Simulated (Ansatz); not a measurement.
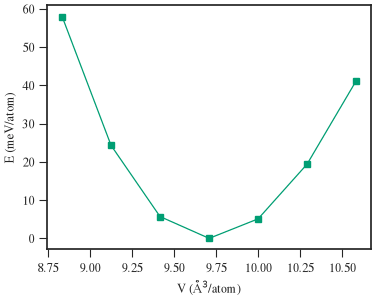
Fig. 1. MgTiNO in space group P4/mmm (No. 123; Ti on 1a, N on 1c, Mg on 1d, O on 1b) under volume change, plane-wave PAW PBE (Ansatz code), shape and atoms relaxed at each volume.

What does a third-order Birch–Murnaghan fit give for V₀, B₀ and B′?

V₀ = 9.71 Å³/atom, B₀ = 197 GPa, B′ = 4.7.

The start of the workflow was typed in or built on a structure type; neither database checked (COD, Materials Project) lists it. Whether it is the stable phase at ambient conditions was not checked. The PBE relaxation kept the symmetry of its start; whether a distortion lowers the energy is not shown. The workflow began spin-polarised and lost its moments.

Potentials: the later of the program's two PAW sets.
